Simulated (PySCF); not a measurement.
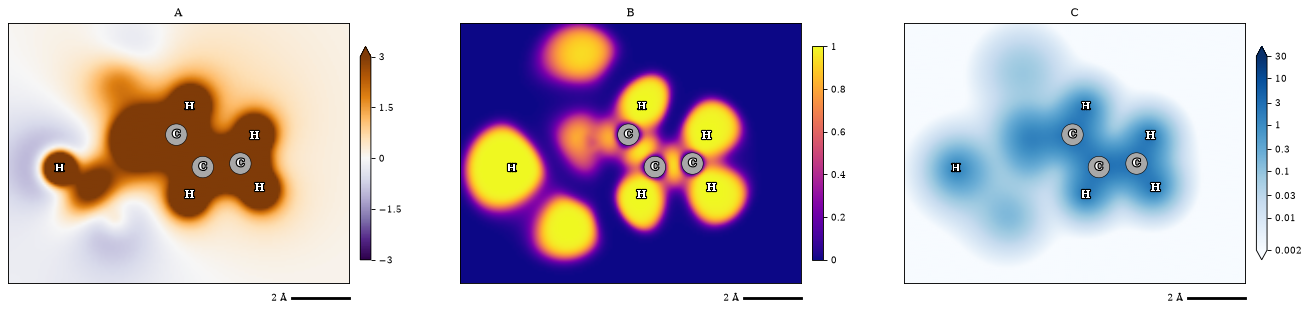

C$_{4}$H$_{11}$AlP$_{2}$: 3 fields on the plane of atoms C1, C2 and C3, with unlabelled colour scales. Grey discs cover the atomic cores.

Geometry: GFN2-xTB.

These are results of PBE0/def2-SVPD, SCF density, gas phase (PySCF 2.14.0), not measurements.

Which field does each panel show? The fields are: electron density, electron localisation function and electrostatic potential.

Answer. Panel A: electrostatic potential (strongly positive close to the atoms, with negative regions outside electron-rich atoms). Panel B: electron localisation function. Panel C: electron density. From the grid: C–C (1.32 Å): ρ at the midpoint is about 2.3 e/Å³; the ELF peaks at about 0.95 between the atoms (a short, multiple covalent bond).
